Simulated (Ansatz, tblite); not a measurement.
**SnHMe2Cl (C₂H₇ClSn): spin-state energies by level**

Aim: set other spin states of SnHMe2Cl (C₂H₇ClSn) against its singlet, on many levels of theory.

Program: Ansatz 0.2.0, Gaussian basis. Level of theory: as each input shows. These are calculated values, not measurements.

Plan: triplet, at the geometry of the singlet (GFN1-xTB, GFN2-xTB, PBE0-D4/def2-TZVP, PBE-D4/def2-TZVP, r2SCAN-D4/def2-TZVP); the singlet's energies come from earlier runs.

2 further runs of the same task are left out: 1 that didn't finish, 1 set aside as unsound or not needed.

### Step 1. The relaxed structure

The singlet was relaxed beforehand with PBE-D4/def2-SVP.

11 atoms, charge 0, spin multiplicity 1.

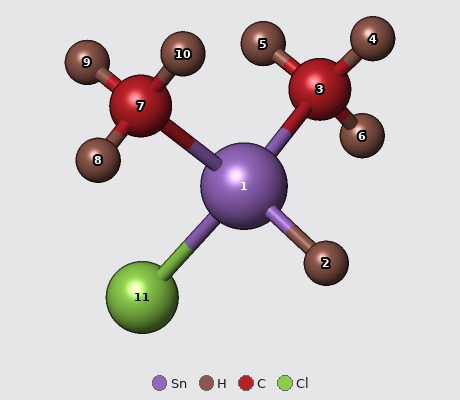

The geometry (tin purple, hydrogen brown, carbon red, chlorine green); atoms are numbered from 1 in the order of the file.

Sn takes a core potential in the def2 sets. No spin-orbit coupling is included.

### Step 2. Triplet at the fixed geometry, GFN1-xTB

Tight binding, by tblite at 300 K electronic temperature and without a spin-polarisation term:

```python
tblite.interface.Calculator('GFN1-xTB', numbers, positions, charge=0, uhf=2).singlepoint()
```

Energy -396.3744 eV; 0.022 s.

### Step 3. Triplet at the fixed geometry, GFN2-xTB

Tight binding, by tblite at 300 K electronic temperature and without a spin-polarisation term:

```python
tblite.interface.Calculator('GFN2-xTB', numbers, positions, charge=0, uhf=2).singlepoint()
```

Energy -389.8045 eV; 0.016 s.

### Step 4. Triplet at the fixed geometry, PBE0-D4/def2-TZVP

File in.yaml:

```yaml
crystal:
  periodic: [false, false, false]
  atoms:
    - {symbol: Sn, position_ang: [-0.269039, -0.455299, 0.550600]}
    - {symbol: H, position_ang: [-0.341494, -0.578246, 2.278883]}
    - {symbol: C, position_ang: [1.747349, -0.589810, -0.217732]}
    - {symbol: H, position_ang: [2.359724, 0.242467, 0.181383]}
    - {symbol: H, position_ang: [1.721111, -0.529040, -1.322267]}
    - {symbol: H, position_ang: [2.197204, -1.554190, 0.084278]}
    - {symbol: C, position_ang: [-1.360691, 1.244930, -0.218631]}
    - {symbol: H, position_ang: [-2.412949, 1.196801, 0.119045]}
    - {symbol: H, position_ang: [-1.330854, 1.225581, -1.324574]}
    - {symbol: H, position_ang: [-0.900484, 2.184667, 0.144797]}
    - {symbol: Cl, position_ang: [-1.409879, -2.387881, -0.275781]}
basis:
  gaussian: {orbitals: def2-TZVP}
magnetization: {spin_polarized: true, initial_magnetization: 2}
hamiltonian: {xc: pbe0, dispersion: d4}
scf: {omitted_lower_state_checks: [starts]}
output: {orbitals: {seedname: orbitals}}
```

Command:

```console
ansatz run in.yaml --threads 4 --pin off --events-out ev --progress --plain --max-ram 3916MiB
```

Output:

```text
Functional definition: PBE0
  name "PBE0"
  cite "Adamo & Barone, J. Chem. Phys. 110, 6158 (1999) doi:10.1063/1.478522"
  cite "Perdew, Burke & Ernzerhof, Phys. Rev. Lett. 77, 3865 (1996) doi:10.1103/PhysRevLett.77.3865"
  parent pbe
  parameter a = 0.25
  parameter kappa = 0.804
  parameter beta = 0.06672455060314922
  exchange = (1 - a)*pbe_x(kappa = kappa, mu = beta*pi^2/3) + a*exact_x
  correlation = pbe_c(beta = beta)
these checks for a lower state are left out or cut short: starts
1397 factors; their error is unknown
mean field evaluation 1: about -20517.8659 eV, gradient 5.3e1 eV
mean field evaluation 2: about -20494.3273 eV, gradient 7.8e1 eV
mean field evaluation 4: about -20531.4199 eV, gradient 1.1e1 eV
mean field evaluation 8: about -20532.1352 eV, gradient 2.7e-1 eV
mean field evaluation 16: about -20532.2336 eV, gradient 4.2e-3 eV
mean field evaluation 32: about -20532.3274 eV, gradient 4.3e-2 eV
mean field -20532.32885547 eV, -754.5491681261 hartree, gradient 9.1e-6 eV, S^2 2.011171; 0 other end points of the search recorded, 0 dependent functions left out
reference -20532.32889982 eV, -754.5491697559 hartree; 30, 28 occupied and 161, 163 virtual orbitals, 1397 factors
Total energy: -20532.52499178 eV, -754.5563760025 hartree
Checks for a lower state left out: starts
```

Wall time 43 s (4 threads of Intel Xeon at 2.50GHz, shared host); peak memory 0.93 GiB.

From the report: HOMO -2.25 eV, LUMO -6.28 eV (over both spins; with the spin held, an empty level of the minority spin lies below the top filled one); ⟨S²⟩ 2.011 (pure: 2.00).

### Step 5. Triplet at the fixed geometry, PBE-D4/def2-TZVP

start.molden holds the orbitals of an earlier run on this state, given as this run's starting guess.

in.yaml: that of step 4 with these lines changed.

```diff
@@ -15,5 +15,5 @@
 basis:
-  gaussian: {orbitals: def2-TZVP}
+  gaussian: {orbitals: def2-TZVP, initial_orbitals: start.molden}
 magnetization: {spin_polarized: true, initial_magnetization: 2}
-hamiltonian: {xc: pbe0, dispersion: d4}
+hamiltonian: {xc: pbe, dispersion: d4}
 scf: {omitted_lower_state_checks: [starts]}
```

Same command.

Output:

```text
Functional definition: PBE
  name "PBE"
  cite "Perdew, Burke & Ernzerhof, Phys. Rev. Lett. 77, 3865 (1996) doi:10.1103/PhysRevLett.77.3865"
  parent pbe
  parameter kappa = 0.804
  parameter beta = 0.06672455060314922
  exchange = pbe_x(kappa = kappa, mu = beta*pi^2/3)
  correlation = pbe_c(beta = beta)
these checks for a lower state are left out or cut short: starts
1312 factors; their error is unknown
mean field evaluation 1: about -20530.9432 eV, gradient 7.4e0 eV
mean field evaluation 2: about -20531.0559 eV, gradient 2.0e-1 eV
mean field evaluation 4: about -20531.0294 eV, gradient 9.7e-2 eV
mean field evaluation 8: about -20531.0295 eV, gradient 5.3e-5 eV
mean field evaluation 16: about -20531.0295 eV, gradient 2.7e-6 eV
mean field -20531.02947055 eV, -754.5014166112 hartree, gradient 2.7e-6 eV, S^2 2.004014; 0 other end points of the search recorded, 0 dependent functions left out
reference -20531.02952975 eV, -754.5014187866 hartree; 30, 28 occupied and 161, 163 virtual orbitals, 1312 factors
Total energy: -20531.25763153 eV, -754.5098013724 hartree
Checks for a lower state left out: starts
```

It took 15 s on 4 threads of Intel Xeon at 2.50GHz, shared host.

Report: HOMO -1.56 eV, LUMO -6.81 eV (over both spins; with the spin held, an empty level of the minority spin lies below the top filled one); ⟨S²⟩ 2.004 (pure: 2.00).

### Step 6. Triplet at the fixed geometry, r2SCAN-D4/def2-TZVP

in.yaml: that of step 5 with these lines changed.

```diff
@@ -17,3 +17,3 @@
 magnetization: {spin_polarized: true, initial_magnetization: 2}
-hamiltonian: {xc: pbe, dispersion: d4}
+hamiltonian: {xc: r2scan, dispersion: d4}
 scf: {omitted_lower_state_checks: [starts]}
```

Launched as before.

Output:

```text
Functional definition: r2SCAN
  name "r2SCAN"
  cite "Furness, Kaplan, Ning, Perdew & Sun, J. Phys. Chem. Lett. 11, 8208 (2020) doi:10.1021/acs.jpclett.0c02405"
  cite "Furness, Kaplan, Ning, Perdew & Sun, J. Phys. Chem. Lett. 11, 9248 (2020) doi:10.1021/acs.jpclett.0c03077"
  parent r2scan
  parameter k0 = 0.174
  parameter k1 = 0.065
  parameter a1 = 4.9479
  exchange = r2scan_x(k0 = k0, k1 = k1, a1 = a1)
  correlation = r2scan_c
these checks for a lower state are left out or cut short: starts
1312 factors; their error is unknown
mean field evaluation 1: about -20539.2052 eV, gradient 5.5e0 eV
mean field evaluation 2: about -20539.2661 eV, gradient 1.4e-1 eV
mean field evaluation 4: about -20539.2435 eV, gradient 7.3e-2 eV
mean field evaluation 8: about -20539.2436 eV, gradient 2.4e-5 eV
mean field -20539.24357907 eV, -754.8032795314 hartree, gradient 9.3e-6 eV, S^2 2.010618; 0 other end points of the search recorded, 0 dependent functions left out
reference -20539.24359969 eV, -754.8032802892 hartree; 30, 28 occupied and 161, 163 virtual orbitals, 1312 factors
Total energy: -20539.30059547 eV, -754.8053748456 hartree
Checks for a lower state left out: starts
```

It took 29 s on 4 threads of Intel Xeon at 2.50GHz, shared host; peak memory 0.59 GiB.

From the report: HOMO -1.60 eV, LUMO -6.78 eV (over both spins; with the spin held, an empty level of the minority spin lies below the top filled one); ⟨S²⟩ 2.011 (pure: 2.00).

### Step 7. Triplet less singlet, vertical

The singlet's energies are those of its earlier runs, whose logs aren't repeated here.

```
              level  triplet less singlet, vertical (kJ/mol)     time
           GFN1-xTB                                   +491.8  0.038 s
           GFN2-xTB                                   +442.9   0.03 s
   PBE-D4/def2-TZVP                                   +520.1     19 s
r2SCAN-D4/def2-TZVP                                   +545.6     36 s
  PBE0-D4/def2-TZVP                                   +566.0     49 s
```

Times add the two runs; a level without a time comes out of a correlated run. Tight binding without a spin term can't rank spin states.

### Step 8. Outcome

```
                                                quantity                                       value
triplet less singlet, vertical, functionals in def2-TZVP  +520.1 (PBE-D4) to +566.0 kJ/mol (PBE0-D4)
```

What this shows: All functionals put the triplet above the singlet, over a spread of 46.0 kJ/mol. The checks for a lower triplet were left out, so another state of that spin may lie lower. These are electronic energies, without zero-point motion, entropy or surroundings.
